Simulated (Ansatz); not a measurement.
# Si4O7: the cost of one run

Program: Ansatz 0.2.0. Level of theory: DFT PBE, scalar-relativistic, plane waves, PAW. These are calculated values, not measurements.

**1. Starting point**

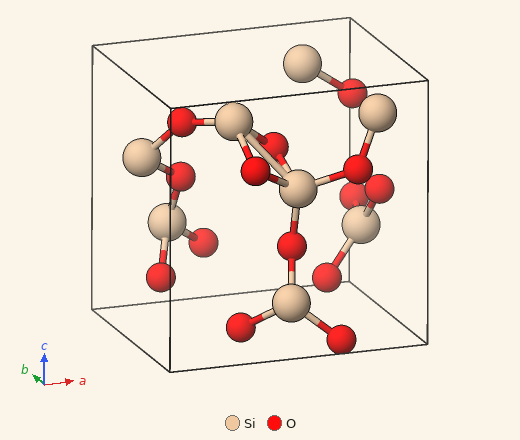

Start, viewed slightly off an axis; silicon light orange, oxygen red. Each atom of the cell is drawn once.

It is the last frame of an earlier stage of the same melt, run at 1600 K.

Its coordinates follow in the input file.

**2. Dynamics at 300 K**

One k point, a Fermi-Dirac width of 0.050 eV and a fixed cell.

Contents of input.yaml:

```yaml
crystal:
  lattice:
    - [7.084207, 0.066361, 0.097276]
    - [0.066361, 6.97409, -0.035855]
    - [0.097276, -0.035855, 7.132386]
  atoms:
    - { symbol: Si, position: [0.4808364475, 0.0786139172, 0.1659858168] }
    - { symbol: Si, position: [0.5346782704, 0.1723562942, 0.5708577826] }
    - { symbol: Si, position: [0.6944464235, 0.647280704, 0.9148818696] }
    - { symbol: Si, position: [0.3161579327, 0.2785629233, 0.8231004758] }
    - { symbol: Si, position: [0.0528112218, 0.5858097951, 0.6418922293] }
    - { symbol: Si, position: [0.2095095509, 0.7750727445, 0.3347539569] }
    - { symbol: Si, position: [0.8238088908, 0.1106836114, 0.8425353227] }
    - { symbol: Si, position: [0.9194304805, 0.6325385808, 0.2847929454] }
    - { symbol: O, position: [0.232510597, 0.6784989178, 0.5283189849] }
    - { symbol: O, position: [0.3376326129, 0.069118702, 0.6831998411] }
    - { symbol: O, position: [0.7656666637, 0.5607848754, 0.1173186984] }
    - { symbol: O, position: [0.521642726, 0.2069829594, 0.3463587747] }
    - { symbol: O, position: [0.1426851614, 0.6331331487, 0.1670230429] }
    - { symbol: O, position: [0.169249632, 0.4558501502, 0.7943231357] }
    - { symbol: O, position: [0.9005683775, 0.6845441246, 0.7718615561] }
    - { symbol: O, position: [0.6608704674, 0.0294757827, 0.0199884004] }
    - { symbol: O, position: [0.3345152121, 0.2419997244, 0.0500809072] }
    - { symbol: O, position: [0.9542417982, 0.8349988287, 0.3402536327] }
    - { symbol: O, position: [0.5000194624, 0.3717458371, 0.6860266867] }
    - { symbol: O, position: [0.380603429, 0.8719715518, 0.2160893132] }
    - { symbol: O, position: [0.9406618884, 0.4690889352, 0.4571177925] }
    - { symbol: O, position: [0.7399131113, 0.0831940171, 0.6440385428] }
  symmetry: { detect: false }
basis:
  ecutwfc: 420
  xc_grid: 1
kpoints:
  mp_grid: { grid: [1, 1, 1], shift: [0.25, 0.25, 0.25] }
hamiltonian:
  xc: pbe
scf:
  occupations: { method: fermi_dirac, width: 0.05 }
  lower_state_search: "off"
  convergence: { dr2_threshold: 1.0e-05 }
output:
  forces: true
  stress: true
md:
  timestep: 2.0
  n_steps: 233
  ensemble: nvt_langevin
  friction: 0.03
  temperature: 300.0
  initial_velocities: maxwell_boltzmann
  seed: 87099
```

Command:

```bash
$ ansatz run input.yaml --threads 2 --pin off --max-ram 5120MiB --backend cpu --events-out ev --progress --plain --runs-dir out
```

Q: Estimate wall time and peak memory on 2 threads of Arm Neoverse V2, shared host.

About 4.4 min, with a peak of 0.44 GiB.
